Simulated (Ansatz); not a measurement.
# Surface energy of W(210) slab (36 atoms)

What is the surface energy of this cell, counted against the bulk crystal, and how far does it hang on functional and mesh?

Calculated with Ansatz 0.2.0: Kohn-Sham DFT, PBE, PAW (set soft_2), plane waves; cutoff 420 eV, fermi-dirac smearing of 0.1 eV. Cutoffs: 420 eV for PBE and PBEsol; 500 eV for r2SCAN.

**The cells**

The cell holds 36 atoms: 36 W. Its edges and angles: a = 7.122 Å, b = 6.370 Å, c = 27.107 Å, α = 90.0°, β = 90.0°, γ = 90.0°. It derives from W. The starting structure: Slab of W cut on (2 1 0), 12.1 Å thick, 1 x 2 surface cells, both faces free, 15 Å of vacuum; not relaxed. Lattice constants are starting values near those of PBE. Vacuum lies along c.

The bulk reference is W2 in a cell of 2 atoms, 16.155 Å³ an atom.

The input of the single point on the relaxed cell:

```yaml
crystal:
  lattice:
    - [7.12188, 0.0, 0.0]
    - [0.0, 6.37, 0.0]
    - [0.0, 0.0, 27.10719]
  atoms:
    - { symbol: W, position: [0.90914, 0.25, 0.2843] }
    - { symbol: W, position: [0.19253, 0.0, 0.30558] }
    - { symbol: W, position: [0.49346, 0.25, 0.32976] }
    - { symbol: W, position: [0.79729, 0.0, 0.35491] }
    [... 30 atom lines left out ...]
    - { symbol: W, position: [0.70747, 0.75, 0.69442] }
    - { symbol: W, position: [0.99086, 0.5, 0.7157] }
kpoints:
  mp_grid: { grid: [5, 6, 1] }
hamiltonian:
  xc: pbe
scf:
  occupations: { method: fermi_dirac, width: 0.1 }
output:
  forces: true
  populations: true
  dos:
    method: { smearing: { sigma: 0.08 } }
    de: 0.1
    projected: { site_lists: { W: [W] } }
  eigenvalues: true
  write_density: true
  write_potential: true
  volumetric_format: npy
```

| cell | formula | k-mesh | relaxation steps | gain on relaxing (eV) | free energy, PBE (eV) | time of its runs on this page |
| --- | --- | --- | --- | --- | --- | --- |
| W(210) slab | W36 | 5×6×1 (relaxed on 3×4×1) | 5 | 1.25 | -373832.936 | 24 s |
| bulk W | W2 | 17×17×17 | - | - | -20769.662 | 6.4 s |

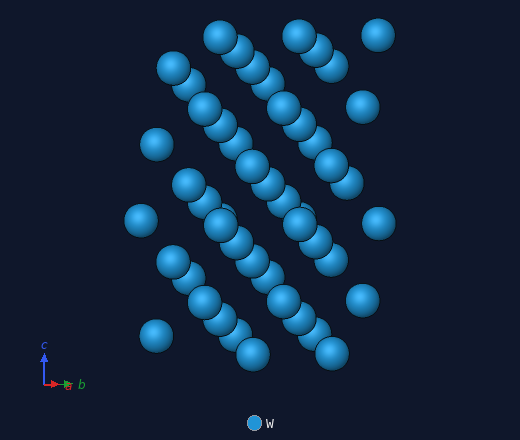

The relaxed cell. Some periodic images of atoms are drawn too.

**Surface energy**

The excess is the cell's free energy less 18 times that of the bulk cell. It is divided by twice the area, as the cell holds two faces, so the value is their mean, and they need not be alike (45.37 Å²), with 1 eV/Å² = 16.022 J/m².

| level | k-mesh | excess (eV) | surface energy (J/m²) | per area (meV/Å²) |
| --- | --- | --- | --- | --- |
| PBE | 5×6×1 | 20.976 | 3.704 | 231.2 |
| PBE, denser mesh | 6×7×1 | 20.980 | 3.705 | 231.2 |
| r2SCAN | 5×6×1 | 22.806 | 4.027 | 251.4 |
| PBEsol | 5×6×1 | 22.825 | 4.030 | 251.6 |

Worked for the first row at PBE: (-373832.936) − 18 × (-20769.662) = 20.976 eV (from unrounded energies).

Then 20.976 / (2 × 45.37) × 16.022 = 3.704 J/m².

**Findings**

At PBE the surface energy is 3.70 J/m². At the same geometries the levels give 3.70 (PBE) to 4.03 J/m² (PBEsol) and the denser mesh leaves it within 0.01 J/m². Relaxing the atoms lowered it by 0.220 J/m² from the start (on the 3×4×1 mesh of the relaxation), and the farthest atom moved 0.22 Å.

Limits: The cell edges were held, so the lattice is the typed one for every functional. Cell and bulk are sampled on unlike meshes, and the error grows with the number of atoms subtracted. These are free energies under a smearing of 0.1 eV, whose entropy term isn't removed. Spin–orbit coupling is left out, which matters for the levels of the heavy elements. In some runs the program notes that the exchange-correlation potential is rough where the density is thin.

[Logs are printed without paths, hosts, clocks, repeated set-up lines and the standing remarks that a program may print on its own settings, such as how far it seeks lower states.]

[Hosts, paths, dates, database ids (printed as entryN), source tags and the programs' standing remarks are cut or masked in the printed files.]
